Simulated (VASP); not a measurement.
Band structure of CoAl (CsCl type). Computed with RPBE GGA, VASP's PBE PAW potentials (set 64) (plane waves; VASP 6.6.1).

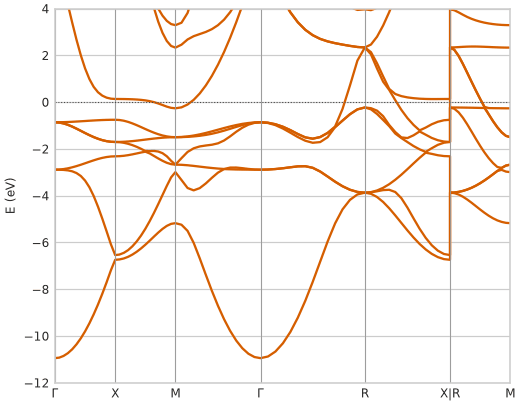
Figure: Bands along high-symmetry lines, zero at the valence-band maximum or, without a gap, the Fermi level

Question: Read the plot: is there a gap, and where are the band edges?

Answer: It has no gap at this level: it comes out as a metal or semimetal. (Edges off the drawn lines would not show.)

The compound is CoAl in the CsCl type structure. It was relaxed first. The run is not spin-polarised, so no magnetic state was tried.
